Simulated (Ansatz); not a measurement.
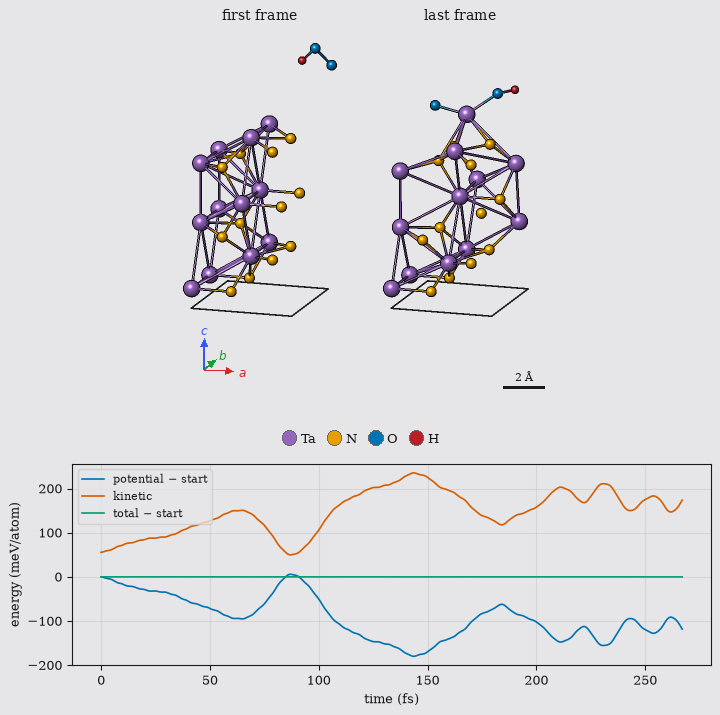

Molecular dynamics of OOH on TaN(100) (27 atoms in the cell), 267 fs long. The picture is a ball-and-stick view of the simulation cell, with the vacuum cut short, seen slightly off an axis. Bonds to atoms that aren't drawn are left out.

Computed with Ansatz, DFT PBEsol, scalar-relativistic, plane waves, PAW. Run with plane-wave cutoff 420 eV; k-point mesh 2 × 2 × 1; Fermi-Dirac smearing 0.02 eV; spin collinear; low-accuracy preset; 4 atoms held fixed; constant energy (NVE); time step 0.75 fs; at the start 3 atoms move with typed velocities and the others are at rest.

> How well is the energy conserved, and can the run be trusted?

The total energy stays between −0.23 and 0.006 meV per atom of its start. A straight-line fit has a slope that amounts to −0.067 meV per atom over 267 fs (under 0.1 % of the mean kinetic energy), its mean offset in the second half is under 0.1 %, and the ripple about the line is under 0.1 % of the kinetic energy's fluctuation. With a drift under 2 % and a ripple under 7 %, the integration is accurate. The run was cut off by its time limit after 356 steps. The mean temperature in the second half is 1611 K (standard deviation 279 K). It is well above the start because potential energy is released as heat. The potential energy in the second half lies on average 122 meV per atom below the first frame.

Limits of the set-up: the program's low-accuracy preset was used; the periodic images lie only 5.2 Å apart, so the values are limited by the cell's size.

The run took 78 min on 4 threads of Intel(R) Xeon(R) Platinum 8488C (Sapphire Rapids), on a shared host, peak memory 3.1 GiB.
